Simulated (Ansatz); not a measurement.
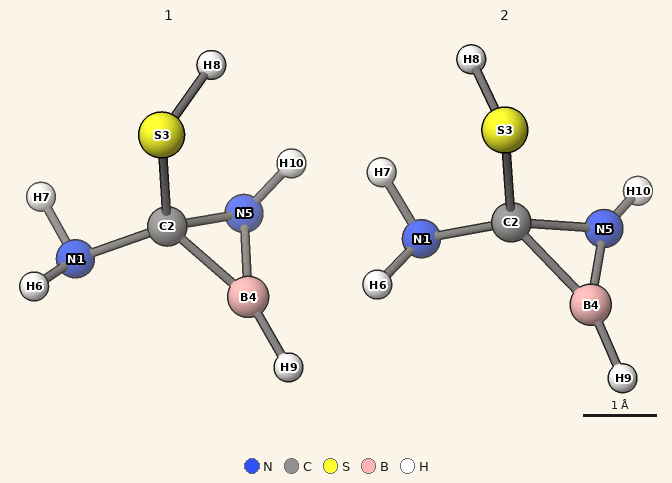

Two geometries of CH5BN2S, drawn at one scale. One is the start of a relaxation, the other its converged end. The picture is a ball-and-stick view, seen face on.

All numbers below come from RKS PBE-D4/STO-3G (Ansatz). Set-up: no spin polarisation; force threshold 0.015 eV/Å; at most 40 steps.

**Which of the two is the end point?**

Structure 2 is the relaxed one. The run prepares an end point of a later path (torsion) calculation, from a guessed geometry. The largest move after the best rigid fit is that of H8, 1.06 Å. Largest moves by element: H 1.06 Å, N 0.48 Å, S 0.22 Å, C 0.20 Å, B 0.17 Å. Near-neighbour distances that change, for instance: B4–N5 1.549 → 1.359 Å, N1–H6 0.973 → 1.070 Å, C2–B4 1.487 → 1.585 Å, C2–N5 1.428 → 1.517 Å. Bond angles that change, for instance: B4–N5–H10 105.9° → 154.7°, C2–N5–H10 111.0° → 138.2°, B4–C2–N5 64.2° → 51.9°. Groups turn about C2–S3 by about 60°, N1–C2 by about 25°. After 12 accepted moves (13 points after the start) the energy has fallen by 40.2 kcal/mol. Largest force component: 5.3 eV/Å at the start, 0.0082 eV/Å at the end. The line search rejected the trial step at point 8 of the run. Cost: 37 s on 1 thread of Intel(R) Xeon(R) Platinum 8259CL CPU @ 2.50GHz (Skylake/Cascade Lake) (shared host), peak memory 0.15 GiB.

Limits of the set-up: STO-3G is a minimal basis, so the numbers are rough.
